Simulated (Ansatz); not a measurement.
# CH₄GeO₂: up Jacob's ladder to CCSD(T)

Aim: compute CH₄GeO₂ with functionals from several rungs and with coupled cluster. The yardstick is the atomisation energy at the CCSD(T) limit.

The runs use Ansatz 0.2.0, Gaussian basis; functionals in def2-TZVPP, the program's frozen cores in correlated methods.

Plan: LDA (SPW92), PBE-D4, revPBE-D4, BLYP-D4, r2SCAN-D4, B97M-V, PBE0-D4, B3LYP-D4, r2SCANh-D4, r2SCAN0-D4, HSE06-D4, BHLYP-D4, CAM-B3LYP-D4, LC-ωPBE, ωB97X-V, ωB97M-V, B2PLYP, PBE-QIDH; CCSD(T)/def2-SVP; CCSD(T)/def2-TZVPP; MP2/def2-QZVPP; extrapolation to the limit; RPA on PBE.

## 1. Structure used throughout

An earlier PBE0-D4 in a triple-zeta def2 set relaxation fixed the geometry.

SMILES `[OH][GeH]1[CH2][O]1`, 8 atoms, charge 0, spin multiplicity 1.

Atoms are counted from 1 here; the program's logs count them from 0.

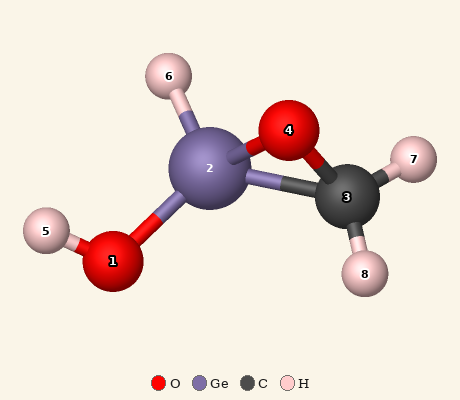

The geometry (oxygen red, germanium purple, carbon dark grey, hydrogen pink); atoms are numbered from 1 in the order of the file.

## 2. LDA

This LDA is Slater exchange with PW92 correlation.

The input, in.yaml:

```yaml
crystal:
  periodic: [false, false, false]
  atoms:
    - {symbol: O, position_ang: [-1.684557, 0.608028, -0.705559]}
    - {symbol: Ge, position_ang: [-0.216129, 0.514345, 0.267768]}
    - {symbol: C, position_ang: [1.158097, -0.633836, -0.309935]}
    - {symbol: O, position_ang: [0.283833, -1.181136, 0.697861]}
    - {symbol: H, position_ang: [-2.475190, 0.752392, -0.179825]}
    - {symbol: H, position_ang: [-0.229296, 1.463360, 1.461213]}
    - {symbol: H, position_ang: [2.190281, -0.485341, 0.006243]}
    - {symbol: H, position_ang: [1.065159, -1.094811, -1.293469]}
basis:
  gaussian: {orbitals: def2-TZVPP}
hamiltonian: {xc: lda}
output: {orbitals: {seedname: orbitals}}
```

Started as:

```bash
ansatz run in.yaml --threads 2 --pin off --events-out ev --progress --plain --max-ram 4352MiB
```

Further steps of the session: PBE-D4 (GGA); revPBE-D4 (GGA); BLYP-D4 (GGA); r2SCAN-D4 (meta-GGA); B97M-V (meta-GGA); PBE0-D4 (hybrid); B3LYP-D4 (hybrid); r2SCANh-D4 (hybrid); r2SCAN0-D4 (hybrid); HSE06-D4 (hybrid); BHLYP-D4 (hybrid); CAM-B3LYP-D4 (range-separated); LC-ωPBE (range-separated); ωB97X-V (range-separated); ωB97M-V (range-separated); B2PLYP (double hybrid); PBE-QIDH (double hybrid); CCSD(T) in def2-SVP; CCSD(T) in def2-TZVPP; MP2 in def2-QZVPP; RPA on PBE orbitals.

**Question.** What will the summary of the whole plan be? Wanted: atomisation energy, CCSD(T)/CBS; farthest beyond LDA; mean size of error, GGA; mean size of error, meta-GGA; mean size of error, hybrid; mean size of error, range-separated; mean size of error, double hybrid; gap, smallest and largest; T1 diagnostic.

The runs gave:

| quantity | value |
| --- | --- |
| atomisation energy, CCSD(T)/CBS | 2806.6 kJ/mol |
| functionals within 28.1 kJ/mol (1.0 %) | BLYP-D4, r2SCAN-D4, B97M-V, CAM-B3LYP-D4, ωB97X-V, ωB97M-V |
| farthest beyond LDA | BHLYP-D4 (-174.6 kJ/mol) |
| mean size of error, GGA | 37.5 kJ/mol |
| mean size of error, meta-GGA | 5.5 kJ/mol |
| mean size of error, hybrid | 69.1 kJ/mol |
| mean size of error, range-separated | 22.9 kJ/mol |
| mean size of error, double hybrid | 52.4 kJ/mol |
| gap, smallest and largest | 4.55 eV (BLYP-D4), 11.65 eV (LC-ωPBE) |
| T1 diagnostic | 0.0139 |
| triples share of the correlation energy | 3.9 % |

**Reading.** LDA overbinds by 485.3 kJ/mol (17 %). PBE-D4 is off by +56.4 kJ/mol. Double hybrids carry the basis error of their MP2 part in triple zeta, and no dispersion term here, so their miss is partly the set-up's. The rungs meta-GGA, range-separated miss on average by less than the doubt on the reference (28.1 kJ/mol), so they tie. The reference freezes the cores and leaves out relativity and excitations past (T), and its outer-core shells are covered unevenly, so misses under about 28.1 kJ/mol can't be ranked. Hartree-Fock recovers 65 % of the binding; the rest is correlation. CCSD(T) in def2-SVP is off by -225.8 kJ/mol, more than most functionals: a good method in a small basis is no reference. Orbital gaps span 4.5 to 11.6 eV; exact exchange widens them. Correlated methods include outer-core shells of Ge, which these sets cover unevenly.
